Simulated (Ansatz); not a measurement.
# Cd2C (model cell, started as cuprite): from the cell to its phonons, part 3 of 3

How does Cd2C (model cell, started as cuprite) vibrate, and is this structure a minimum?

Ansatz 0.2.0; DFT PBEsol, scalar-relativistic, plane waves, PAW.

So far. Step 4 (Tight relaxation): The forces vanish by symmetry and the pressure is 0.000 GPa, within the tolerances set. The cell now holds 19.38 Å³/atom. Step 5 (Modes at Γ): Before it was imposed, the acoustic sum rule was missed by 1.8e-5 eV/Å² and the charge sum rule by 0.0036 e. Small misses are needed for a sound result but don't prove that mesh and cutoff are converged. The lowest optical mode is real, 56.9 cm⁻¹. The relaxed cell has a = 4.881 Å (conventional setting).

The structure was built from a prototype and need not be the compound's stable phase.

## (6) Response at finite wavevector

Stability and thermal properties need the whole zone. Linear response on a 2×2×2 q mesh gives force constants as far as a supercell of that size would, and the tensors from the zone-centre run are typed in so that the long-range dipole term is interpolated apart.

input.yaml

```yaml
crystal:
  lattice:
    - [4.8809957163, 0.0, 0.0]
    - [0.0, 4.8809957163, 0.0]
    - [0.0, 0.0, 4.8809957163]
  atoms:
    - { symbol: C, position: [0.0, 0.0, 0.0] }
    - { symbol: C, position: [0.5, 0.5, 0.5] }
    - { symbol: Cd, position: [0.25, 0.25, 0.25] }
    - { symbol: Cd, position: [0.75, 0.75, 0.25] }
    - { symbol: Cd, position: [0.75, 0.25, 0.75] }
    - { symbol: Cd, position: [0.25, 0.75, 0.75] }
kpoints:
  mp_grid: { grid: [6, 6, 6] }
hamiltonian:
  xc: pbesol
scf:
  occupations: { method: fixed }
output:
  eigenvalues: true
phonons:
  method: dfpt
  qmesh: [2, 2, 2]
  temperatures: { t_max: 1000, t_step: 50 }
  qpath:
    path:
      - [[0.0, 0.0, 0.0], [0.0, 0.5, 0.0], [0.5, 0.5, 0.0], [0.0, 0.0, 0.0], [0.5, 0.5, 0.5], [0.0, 0.5, 0.0]]
      - [[0.5, 0.5, 0.5], [0.5, 0.5, 0.0]]
    npoints: 10
  non_analytic_term:
    high_frequency_dielectric_tensor: [[12.2202, 0.0, 0.0], [0.0, 12.2202, 0.0], [0.0, 0.0, 12.2202]]
    born_effective_charges:
      - { species: C, tensor: [[-2.5651, 0.0, 0.0], [0.0, -2.5651, 0.0], [0.0, 0.0, -2.5651]] }
      - { species: C, tensor: [[-2.5651, 0.0, 0.0], [0.0, -2.5651, 0.0], [0.0, 0.0, -2.5651]] }
      - { species: Cd, tensor: [[1.2825, 0.7679, 0.7679], [0.7679, 1.2825, 0.7679], [0.7679, 0.7679, 1.2825]] }
      - { species: Cd, tensor: [[1.2825, 0.7679, -0.7679], [0.7679, 1.2825, -0.7679], [-0.7679, -0.7679, 1.2825]] }
      - { species: Cd, tensor: [[1.2825, -0.7679, 0.7679], [-0.7679, 1.2825, -0.7679], [0.7679, -0.7679, 1.2825]] }
      - { species: Cd, tensor: [[1.2825, -0.7679, -0.7679], [-0.7679, 1.2825, 0.7679], [-0.7679, 0.7679, 1.2825]] }
    source: "zone-centre run at this cell"
```

Command:

```
$ ansatz run input.yaml --threads 8 --pin off --max-ram 14336MiB --backend cpu --events-out ev --progress --plain --runs-dir out
```

Numbers of over 12 decimals in the logs are rounded to 6 here.

The program printed:

```text
Warning: phonons: the dynamical matrix that this run interpolates holds no multipole term above the dipole-dipole one, and a site of this crystal is no centre of inversion, so its interpolated transverse optical and acoustic branches and sound speeds can stay off near Gamma, and the density of states and the thermodynamics with them. What a run solves at a wave vector of phonons.qpoints, Gamma apart, where the deck admits one, is free of this, and under fd what a larger phonons.supercell samples
[...]
Crystal: 6 atoms, lattice volume = 116.285 Å³
Basis set: ecut = 420 eV, 2301 PW (Γ), exchange–correlation on 72×72×72 points (8 copies of the dense FFT grid, shifted against one another)
Bands: 53, of which v1, the nominal top of the filled ones, is band 44 counted from 1 (43 counted from 0)
Symmetry: 48 space group operations
k-points: 20 of 216
[...]
SCF iter   1: F=—  HF=-33224.100661 eV  |F-HF|=—  |Δ(HF+E_count)|=         —  Δρ=7.86e-3  dr2=8.58e-2  ethr=1.77e-3  ⟨swp⟩=4.8  Hψ=3148  notcnv=0  defer=136
[...]
SCF iter   9: F=-33224.078383 eV  HF=-33224.078383 eV  |F-HF|=0.00e0  |Δ(HF+E_count)|=  4.15e-10  Δρ=8.35e-8  dr2=9.03e-12  ethr=1.00e-12  ⟨swp⟩=10.2  Hψ=5698  notcnv=0
SCF 1 converged in 9 iterations: F = -33224.078383 eV  dr2 = 9.03e-12
[...]
NSCF: frozen V_eff on 20 k-points
[...]
DFPT response loops at q = (0, 0, 0) (fractional): preconditioner auto → Resta (q_TF=auto, 2.604 Å⁻¹)  ε∞=10.2 (no band partly filled); β = 1.00, the filter's whole step (`scf.mixing.beta` (0.50) is not read by the response loops at its default; to damp them type it under 1.00, their step now; it binds the ground state too); Broyden in place of MSR1
[...]
SCF converged after 9 iterations
Free energy (F): -33224.078383 eV
[...]
Internal energy: -33224.078383 eV  (E = F + TS)
E sigma→0 (E₀):  -33224.078383 eV
Fermi energy:    10.094999 eV
[...]
--- Band table (eV; the first three rows and the last of 20) ---
  k-point 0: bands = [... 40 lower, 8.9684, 9.5364, 9.5364, 9.5364, 10.6771, 10.6771, 11.5690, 16.7381, ... 5 higher]
  k-point 1: bands = [... 40 lower, 8.9716, 8.9716, 9.6082, 9.6082, 10.9398, 11.9229, 12.2301, 15.7964, ... 5 higher]
  k-point 2: bands = [... 40 lower, 8.9862, 8.9862, 9.7386, 9.7386, 11.6871, 13.3361, 13.7471, 14.2529, ... 5 higher]
  k-point 19: bands = [... 40 lower, 7.6515, 7.7408, 7.7408, 7.7408, 13.5511, 13.5511, 13.5511, 15.9525, ... 5 higher]
--- Phonons (Γ-DFPT): 2 representative perturbations + reference (Σ response iterations 7) ---
  ASR residual: 1.965e-5 → 0.000e0 eV/Å²; symmetrization residual: 3.546e-7 eV/Å²
  ASR residual per site (eV/Å²): 1.96e-5 1.96e-5 1.58e-5 1.58e-5 1.58e-5 1.58e-5
[...]
--- Phonons (arbitrary-q DFPT): 4 irreducible q on the 2×2×2 mesh ---
  q = [0.0000, 0.0000, 0.0000] (star 1, of the zone-centre solve; hermiticity 5.32e-8, symmetrization 4.87e-12): 0.00 0.00 0.00 56.87 56.87 56.87 113.06 113.06 113.06 117.63 117.63 237.26 533.11 533.11 533.11 598.39 598.39 598.39
  q = [0.0000, 0.0000, -0.5000] (star 3, 4 solved perturbations in 284 linear systems a pass and spin channel, the states on 112 of 216 k-point pairs; hermiticity 1.27e-7, symmetrization 1.34e-12): 43.37 43.37 67.19 67.19 88.82 88.82 89.31 89.31 93.61 93.61 169.29 169.29 543.44 543.44 585.65 585.65 591.74 591.74
[...]
sum rule: each row above includes the acoustic sum rule's correction from the zone centre's row sums; it moved no ω² by more than (0.67 cm⁻¹)²
  mesh force constants: q→R imaginary residual 2.03e-17; ASR residual 1.965e-5 → 0.000e0 eV/Å²; symmetrization residual 1.599e-14 eV/Å²
  interpolated dispersion: 63 rows × 18 modes
  density of states and harmonic sums: on the 14×14×14 q-mesh, interpolated from the force constants of a 2×2×2 supercell (with the dipole–dipole term of supplied tensors)
  largest difference from the sums on the solved wave vectors: F 1.07e-1 eV, S 1.39e-4 and C_V 3.21e-5 eV/K
  zero-point energy: 0.279861 eV/cell   skipped modes (ω ≤ 0): 3   left out of the sums: 6.07e-5 of the cell's modes: C_V's classical limit lies that fraction below 3 k_B per atom; for a crystal, a wire or a layer, F and S can be off by more, and a phonons.interpolated_qmesh denser along its periods is the remedy for the sampling
```

Wall time 71 s (8 threads of Arm Neoverse V2, shared host); peak memory 1.9 GiB.

Numbers from this step:

```yaml
sum_rule_residual_before_enforcement: 1.96e-5 eV/Å²
lowest_frequency_on_the_path: 0 cm⁻¹
highest_frequency_on_the_path_or_at_a_solved_wavevector: 631.9 cm⁻¹
mean_frequency: 250.8 cm⁻¹
debye_temperature_second_moment: 632 K
logarithmic_mean_frequency: 154.3 cm⁻¹
lowest_mode_on_the_q_mesh_acoustic_modes_at_gamma_apart: 33.41 cm⁻¹
zero_point_energy_per_atom: 46.64 meV
heat_capacity_at_300_k: 20.92 J/(mol atoms K)
vibrational_entropy_at_300_k: 34.81 J/(mol atoms K)
edges_of_the_widest_gap_between_branches_on_path_and_mesh: 241.6, 521 cm⁻¹
```

Frequencies (cm⁻¹) solved at each irreducible wavevector; negative means imaginary. Frequencies by wavevector, by row:

| q in reciprocal lattice units | star | mode 1 | mode 2 | mode 3 | mode 4 | mode 16 | mode 17 | mode 18 |
| --- | --- | --- | --- | --- | --- | --- | --- | --- |
| 0 0 0 | 1 | 0 | 0 | 0 | 56.9 | 598.4 | 598.4 | 598.4 |
| 0 0 -0.5 | 3 | 43.4 | 43.4 | 67.2 | 67.2 | 585.6 | 591.7 | 591.7 |
| 0 -0.5 -0.5 | 3 | 33.4 | 33.4 | 70.8 | 70.8 | 569.8 | 574.7 | 574.7 |
| -0.5 -0.5 -0.5 | 1 | 47.1 | 47.1 | 47.1 | 52.1 | 617.7 | 617.7 | 617.7 |

Interpolated from a 2×2×2 q mesh, with the LO-TO term (at Γ the limit along the path; where Γ stands inside the path, tables give the limit on arrival). Phonon branches along the path, in cm⁻¹:

```csv
point,branch 1,branch 2,branch 3,branch 4,branch 15,branch 16,branch 17,branch 18
Γ,0,0,0,57,533,598,598,632
X,43,43,67,67,586,586,592,592
M,33,33,71,71,570,570,575,575
Γ,0,0,0,57,533,598,598,632
R,47,47,47,52,521,618,618,618
X,43,43,67,67,586,586,592,592
jump to R,47,47,47,52,521,618,618,618
M,33,33,71,71,570,570,575,575
```

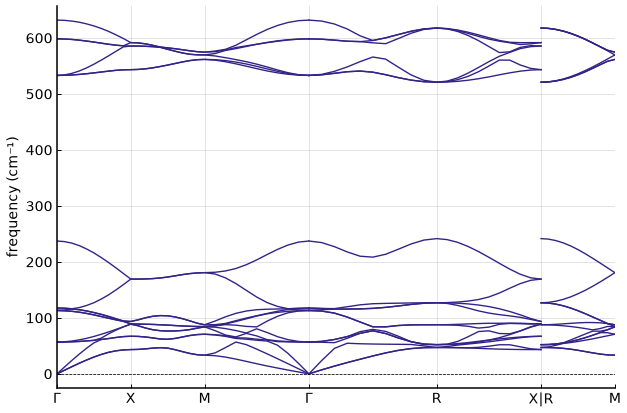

Phonon branches along the path.

The phonon density of states has structure finer than the step of the table below, so its rows give means over 25 cm⁻¹, whole bins alone (the curve runs from 2.5 to 632 cm⁻¹). Peaks (cm⁻¹: height): 42.5: 0.108, 62.5: 0.187, 77.5: 0.146, 87.5: 0.163, 112.5: 0.124, 542.5: 0.109, 592.5: 0.139.

Tetrahedra on a 14×14×14 mesh, mean over bins of 5 cm-1. Interpolated from a 2×2×2 q mesh. Phonon density of states against wavenumber; means over each step:

```
wavenumber (cm⁻¹)  phonon density of states (1/cm⁻¹/cell)
               25                                  0.0307
               50                                   0.106
               75                                   0.137
              100                                  0.0965
              125                                  0.0436
              150                                  0.0211
              175                                 0.00956
              200                                  0.0244
              225                                 0.00962
              250                                  2.2e-4
              275                                       0
              300                                       0
              325                                       0
              350                                       0
              375                                       0
              400                                       0
              425                                       0
              450                                       0
              475                                       0
              500                                       0
              525                                  0.0227
              550                                  0.0769
              575                                  0.0564
              600                                  0.0774
```

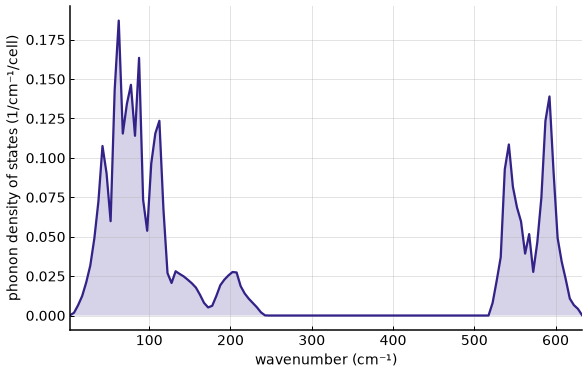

Phonon density of states against wavenumber.

The partial phonon density of states has structure finer than the step of the table below, so its rows give means over 50 cm⁻¹, whole bins alone (the curve runs from -10 to 660 cm⁻¹). Peaks (cm⁻¹: height): C 541.6: 0.0915, 592.1: 0.105; Cd 61.6: 0.148, 107.9: 0.103, 196.3: 0.0239.

Phonopy on the run's constants, 11x11x11 mesh, Gaussian sigma 4.8 cm-1. Interpolated from a 2×2×2 q mesh. Table of partial phonon density of states by wavenumber; means over each step; values in 1/cm⁻¹/cell:

| wavenumber (cm⁻¹) | C | Cd |
| --- | --- | --- |
| 50 | 0.00249 | 0.0956 |
| 100 | 0.00248 | 0.0952 |
| 150 | 0.00151 | 0.0176 |
| 200 | 9.3e-4 | 0.0172 |
| 250 | 3.5e-5 | 0.00176 |
| 300 | 0 | 0 |
| 350 | 0 | 0 |
| 400 | 0 | 0 |
| 450 | 0 | 0 |
| 500 | 0.00166 | 8.5e-6 |
| 550 | 0.0571 | 0.00182 |
| 600 | 0.0528 | 0.00583 |

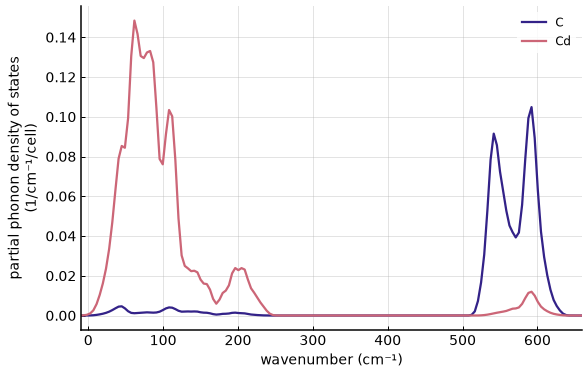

Partial phonon density of states, plotted against wavenumber.

Harmonic thermodynamic functions per atom, from the density of states. Interpolated from a 2×2×2 q mesh. Thermodynamic functions, by row:

```
T (K)  F_vib (meV/atom)  S (J/mol-atom/K)  C_V (J/mol-atom/K)
    0             46.64                 0                   0
   50             45.34             7.012               10.07
  100             39.35              15.6               14.36
  200             16.92             26.84               18.32
  300            -15.21             34.81               20.92
  400            -54.64             41.05               22.36
  500             -99.9             46.13               23.18
  600              -150             50.41               23.67
  700            -204.2             54.08               23.99
  800            -261.9              57.3                24.2
  900            -322.8             60.16               24.35
 1000            -386.5             62.73               24.46
```

Harmonic mean-square displacement, third of the trace. Interpolated from a 2×2×2 q mesh. Mean square displacements, by row:

```csv
T (K),C1 U_eq (Å²),C2 U_eq (Å²),Cd3 U_eq (Å²),Cd4 U_eq (Å²),Cd5 U_eq (Å²),Cd6 U_eq (Å²)
0,0.00362,0.00362,0.00209,0.00209,0.00209,0.00209
100,0.00695,0.00695,0.00622,0.00622,0.00622,0.00622
300,0.016,0.016,0.01776,0.01776,0.01776,0.01776
600,0.03053,0.03053,0.03535,0.03535,0.03535,0.03535
```

Symmetry leaves 4 wavevectors to solve. The lowest mode among them, the acoustic zeros apart, lies at q = (0, -0.5, -0.5) and is real, 33.4 cm⁻¹.

## (7) Summary of results

- space group after relaxation (within 0.01 Å): Pn-3m
- volume per atom: 19.4 Å³
- gap on the k-mesh: 0.582 eV
- highest optical mode at the zone centre (no LO-TO term): 598 cm⁻¹
- top of the zone-centre spectrum with the field: 632 cm⁻¹
- lowest optical zone-centre mode: 56.9 cm⁻¹
- mean high-frequency dielectric constant: 12.2
- mean static dielectric constant: 13.8
- largest Born charge (third of the trace): -2.57 e
- lowest mode on the q mesh (acoustic modes at Γ apart): 33.4 cm⁻¹
- highest frequency on the path or at a solved wavevector: 632 cm⁻¹
- zero-point energy per atom: 46.6 meV
- heat capacity at 300 K: 20.9 J/(mol atoms K)
- vibrational entropy at 300 K: 34.8 J/(mol atoms K)
- Debye temperature (second moment): 632 K
- imaginary modes on the 2×2×2 q mesh: none

**Reading.** The structure is a minimum as far as tested: no mode is imaginary at the 4 irreducible wavevectors of the 2×2×2 mesh, and the softest away from the acoustic zeros lies at 33 cm⁻¹. Without the field, the optical modes at Γ span 57 to 598 cm⁻¹. The highest mode in this list at Γ, 598.4 cm⁻¹, is mostly motion of C (89 % of the kinetic energy). With the macroscopic field of the longitudinal modes the top of the zone-centre spectrum lies at 632 cm⁻¹, against 598 cm⁻¹ without it. Lattice motion raises the mean dielectric constant from 12.22 to 13.80. The strongest infrared line is at 598 cm⁻¹. Averaged over orientations, the strongest Raman line at 532 nm and 300 K is at 533 cm⁻¹. The tensors are the static, non-resonant ones, while 532 nm light (2.33 eV) lies above the computed gap. On the path and the mesh, the widest gap between branches runs from 242 to 521 cm⁻¹. With the field response the log warns that the k mesh is coarse for the force constants too, so the frequencies may not be converged. The program warns that the interpolation holds no quadrupole term, so branches close to Γ can be off in this crystal. The starting cell was built on a prototype and not taken from a measurement, so the phase need not exist. These are harmonic frequencies at zero temperature: anharmonic shifts, linewidths and thermal expansion are left out.

[Logs are printed without paths, hosts, clocks, repeated set-up lines and the standing remarks that a program may print on its own settings, such as how far it seeks lower states.]

[Hosts, paths, dates, database ids (printed as entryN), source tags and the programs' standing remarks are cut or masked in the printed files.]
